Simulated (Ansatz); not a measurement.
One crystal and one scan (generalised stacking-fault energy along a line) at two levels, PBE (plane waves to 420 eV, PAW, scalar-relativistic; Ansatz, an electronic-structure program) and PBEsol (plane waves to 420 eV, PAW, scalar-relativistic; Ansatz), each from its own relaxed cell and on its own mesh. The cell shown is that of PBE.

V (bcc, W type) is sheared across one {211} plane: the third cell vector gains the shift, so faults repeat every 7.3 Å. The cut lies between planes 1.22 Å apart; the cell height is held.

```xyz
6
Lattice="2.5956 0.0000 0.0000 0.0000 4.2386 0.0000 0.0000 0.0000 7.3415" Properties=species:S:1:pos:R:3 pbc="T T T"
V      0.0000     0.0000     6.7297
V      1.7304     2.1193     0.6118
V      0.8652     0.0000     1.8354
V      0.0000     2.1193     3.0590
V      1.7304     0.0000     4.2825
V      0.8652     2.1193     5.5061
```

In-plane vectors a = (2.596, 0.000) Å, b = (0.000, 4.239) Å, area 11.00 Å². The shift is s times the vector a (length 2.596 Å), so s = 1 restores the start. Atoms relax along the normal only. γ = [E(shift) − E(0)] / area.

Energies are extrapolated to zero smearing. V is run without spin polarisation. V was relaxed with its symmetry unable to fall. Faults lie only 7.2 Å apart, and holding the cell height raises γ above its relaxed value. Faults lie only 7.3 Å apart, and holding the cell height raises γ above its relaxed value. With partly filled bands, the k mesh leaves noise in γ, roughly 0.02 J/m² as judged from a few cases. Percentages come from the unrounded values. Both scans cover s from 0.000 to 0.917.

| quantity | PBE | PBEsol | PBE − PBEsol |
|---|---|---|---|
| Lattice constant a (Å) | 2.997 | 2.959 | +0.038 (+1.3 %) |
| Highest computed γ on the line (J/m²) | 0.81 | 0.87 | -0.06 (-7 %) |
| Steepest slope dγ/d(shift) before the first maximum (spline) (GPa) | 11 | 12 | -1 |

PBE gives the higher value for: lattice constant a. PBE gives the lower value for: highest computed γ on the line. Both give the same position of the highest point: s = 0.500. Neither level is exact: the differences show how much the result hangs on the functional.

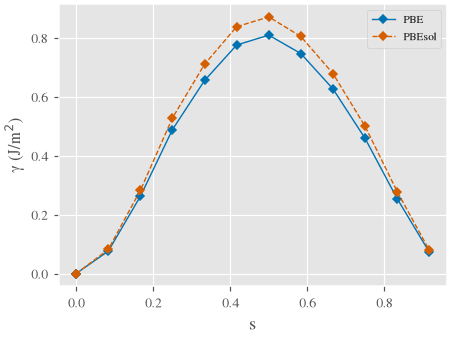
Fig. 1. γ, each from zero shift of its own level.

(The slope of γ gives the shear force per area between the displaced halves; near zero shift its curvature is an elastic stiffness.)
